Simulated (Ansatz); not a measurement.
# [H2PO2]− (SMILES O=[PH2][O-]) at 6 levels

Wanted: a comparison of 6 runs (HSE06/STO-3G, SVWN5/STO-3G, UB3LYP/STO-3G, wB97X/STO-3G, MP2/STO-3G, CCSDTQ/STO-3G) of [H2PO2]−. 

The results are computed with Ansatz 0.2.0.

5 further runs of the same task are left out: 4 that didn't finish, 1 set aside as unsound or not needed.

### 1 Starting point

[H2PO2]−: 5 atoms, total charge -1, spin state singlet. SMILES: `O=[PH2][O-]`. The P2–O1 distance was set to 2.957 Å, away from the relaxed value. At this shape a bond of the SMILES string is far longer than usual.

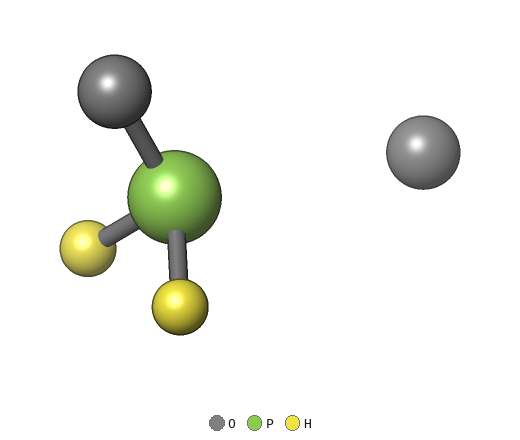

Viewed from a chosen angle; oxygen grey, phosphorus green, hydrogen yellow.

### 2 The energy at HSE06/STO-3G (run 1)

molecule.yaml

```yaml
crystal:
  periodic: [false, false, false]
  atoms:
    - {symbol: O, position_ang: [-1.163494, 0.865533, 2.622699]}
    - {symbol: P, position_ang: [0.023990, -0.029410, 0.067110]}
    - {symbol: O, position_ang: [1.087130, -1.056140, 0.105400]}
    - {symbol: H, position_ang: [-0.993470, -0.417790, -0.831230]}
    - {symbol: H, position_ang: [0.452100, 1.085290, -0.686190]}
basis:
  gaussian:
    orbitals: STO-3G
total_charge: -1
hamiltonian:
  xc: {name: HSE06}
accuracy: high
```

Started as:

```
ansatz run molecule.yaml --threads 1 --pin off --max-ram 2610MiB --events-out events.jsonl --progress --plain --runs-dir runs
```

What it wrote:

```text
Warning: RAYON_NUM_THREADS=1 ignored (pool sized by the plan → 1); use --threads N
Functional definition: HSE06
  name "HSE06"
  parameter a = 0.25
  parameter omega = 0.11/bohr
  exchange = pbe_x - a*pbe_x_sr(omega) + a*exact_x_sr(omega)
  correlation = pbe_c
358 factors; integrals over basis functions are off by at most 2.4e-8 eV
58 factors; integrals over basis functions are off by at most 9.0e-10 eV
mean field evaluation 1: about -13206.8093 eV, gradient 4.0e1 eV
mean field evaluation 2: about -12684.4502 eV, gradient 4.5e1 eV
mean field evaluation 4: about -13190.8896 eV, gradient 5.7e1 eV
mean field evaluation 8: about -13232.7405 eV, gradient 1.1e0 eV
mean field evaluation 16: about -13232.7597 eV, gradient 4.2e-9 eV
mean field evaluation 32: about -13231.9253 eV, gradient 5.9e0 eV
mean field -13232.75970798 eV, -486.2949497816 hartree, gradient 4.2e-9 eV, S^2 0.000000; 4 other end points of the search recorded, 0 dependent functions left out
reference -13232.75970943 eV, -486.2949498348 hartree; 17, 17 occupied and 4, 4 virtual orbitals, 358 factors
Total energy: -13232.75970943 eV, -486.2949498348 hartree
```

Run time: 1.9 s. Hardware: 1 thread of Arm Neoverse V1, shared host; peak memory 0.097 GiB.

### 3 A single-point energy at SVWN5/STO-3G (run 2)

run.yaml

```yaml
crystal:
  periodic: [false, false, false]
  atoms:
    - {symbol: O, position_ang: [-1.163494, 0.865533, 2.622699]}
    - {symbol: P, position_ang: [0.023990, -0.029410, 0.067110]}
    - {symbol: O, position_ang: [1.087130, -1.056140, 0.105400]}
    - {symbol: H, position_ang: [-0.993470, -0.417790, -0.831230]}
    - {symbol: H, position_ang: [0.452100, 1.085290, -0.686190]}
basis:
  gaussian: {orbitals: STO-3G}
accuracy: high
hamiltonian: {xc: {name: SVWN5}}
total_charge: -1
```

Started as:

```
ansatz run run.yaml --threads 1 --pin off --max-ram 2610MiB --events-out events.jsonl --progress --plain --runs-dir runs
```

What it wrote:

```text
Warning: RAYON_NUM_THREADS=1 ignored (pool sized by the plan → 1); use --threads N
Functional definition: SVWN5
  name "SVWN5"
  exchange = slater_x
  correlation = vwn5_c
358 factors; integrals over basis functions are off by at most 2.4e-8 eV
mean field evaluation 1: about -13148.8702 eV, gradient 4.6e1 eV
mean field evaluation 2: about -12624.5396 eV, gradient 3.6e1 eV
mean field evaluation 4: about -13113.2522 eV, gradient 9.2e1 eV
mean field evaluation 8: about -13174.4541 eV, gradient 2.4e0 eV
mean field evaluation 16: about -13174.5125 eV, gradient 4.1e-9 eV
mean field evaluation 32: about -13172.7466 eV, gradient 6.3e0 eV
mean field -13174.51247191 eV, -484.1544033374 hartree, gradient 5.0e-9 eV, S^2 0.000000; 3 other end points of the search recorded, 0 dependent functions left out
reference -13174.51247331 eV, -484.1544033888 hartree; 17, 17 occupied and 4, 4 virtual orbitals, 358 factors
Total energy: -13174.51247331 eV, -484.1544033888 hartree
```

Run time: 1 s. Hardware: 1 thread of Arm Neoverse V1, shared host; peak memory 0.092 GiB.

Runs 3 to 5 aren't shown in full; the table further down has their settings and results.

### 4 The energy at CCSDTQ/STO-3G (run 6)

molecule.yaml

```yaml
crystal:
  periodic: [false, false, false]
  atoms:
    - symbol: O
      position_ang: [-1.163494, 0.865533, 2.622699]
    - symbol: P
      position_ang: [0.023990, -0.029410, 0.067110]
    - symbol: O
      position_ang: [1.087130, -1.056140, 0.105400]
    - symbol: H
      position_ang: [-0.993470, -0.417790, -0.831230]
    - symbol: H
      position_ang: [0.452100, 1.085290, -0.686190]
basis:
  gaussian:
    orbitals: STO-3G
total_charge: -1
correlation:
  method: ccsdtq
  frozen_orbitals: {H: 0, O: 1, P: 5}
accuracy: high
scf:
  omitted_lower_state_checks: [cluster_reference, increment]
```

Started as:

```
ansatz run molecule.yaml --threads 1 --pin off --max-ram 2610MiB --events-out events.jsonl --progress --plain --runs-dir runs
```

What it wrote:

```text
Warning: RAYON_NUM_THREADS=1 ignored (pool sized by the plan → 1); use --threads N
[... 15 lines left out ...]
7 core orbitals not correlated: weight in the atoms' cores, before any rotation towards them, 1.000 or more for the frozen orbitals, at most 0.000 for the correlated occupied ones
[... 118 lines left out ...]
Total energy: -13208.71755747 eV, -485.4114170468 hartree
Checks for a lower state left out: cluster_reference, increment
```

Run time: 30 s. Hardware: 1 thread of Arm Neoverse V1, shared host; peak memory 0.18 GiB.

### 5 Overview of the runs

```tsv
run	level	frozen core orbitals	energy (Eh)	wall time
1	HSE06/STO-3G	–	-486.294950	1.9 s
2	SVWN5/STO-3G	–	-484.154403	1 s
3	UB3LYP/STO-3G	–	-486.625104	21 s
4	wB97X/STO-3G	–	-486.527251	6 s
5	MP2/STO-3G	7	-485.366132	0.4 s
6	CCSDTQ/STO-3G	7	-485.411417	30 s
```

### 6 What came out

```
                                          quantity          value
                               run 6: total energy  -485.41142 Eh
run 6: correlation energy (7 core orbitals frozen)     -130.2 mEh
                              run 6: T1 diagnostic          0.023
```

**Reading.** Totals of different functionals can't be ranked against each other. In runs 5, 6 the log says that unrestricted orbitals would lower the reference, so the values rest on an unstable closed-shell determinant (other closed-shell runs at this shape may share the fault). In runs 1, 2, 3, 4, 5, 6 the basis is minimal, so the values are rough. Spin contamination of the reference: run 3 ⟨S²⟩ = 1.00. Where it is this large, the reference is a mixture of spin states, and values that rest on it are in doubt. All runs together took 60 s, the longest 30 s.
